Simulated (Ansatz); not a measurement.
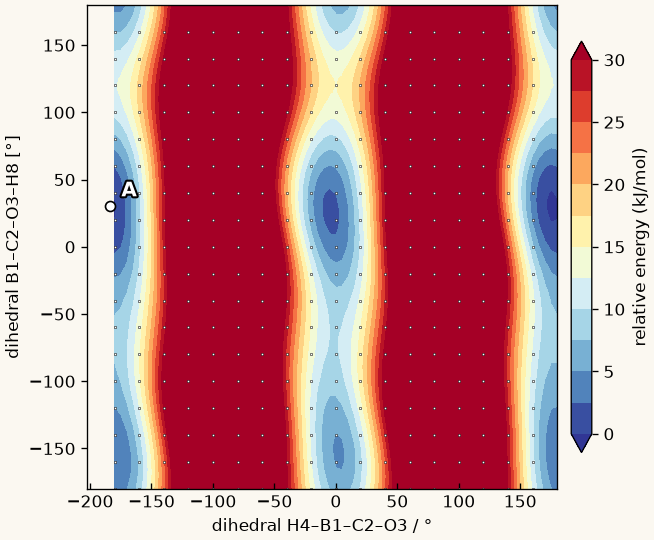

CH6BO, SMILES BC[OH2+], charge +1. Coordinates scanned: (1) dihedral H4–B1–C2–O3; (2) dihedral B1–C2–O3–H8. Nothing is relaxed (all other coordinates rigid). The scan uses an 18 × 18 grid. Points are written as (first, second). Energies are in kJ/mol, from the lowest grid point. These are results of RKS PBE-D4/def2-TZVP (Ansatz 0.2.0), not measurements.

In the figure: filled contours, dots at the grid points, one colour for all values above the top of the scale, the well A. Between grid points the surface is interpolated.

Q: Where is the minimum, and how stiff is the well along each coordinate? Take the well at A.

A: The interpolated minimum is at dihedral H4–B1–C2–O3 ≈ −184°, dihedral B1–C2–O3–H8 ≈ 30°. The curvatures there are about 1.2 eV/rad² and 0.2 eV/rad², with a cross term of about 0.078 eV/rad². Round the minimum the valley is somewhat tilted: raising dihedral H4–B1–C2–O3 shifts the best value of dihedral B1–C2–O3–H8 downwards (coupling k₁₂/√(k₁₁k₂₂) about 0.2). (1 eV is 96.5 kJ/mol.)
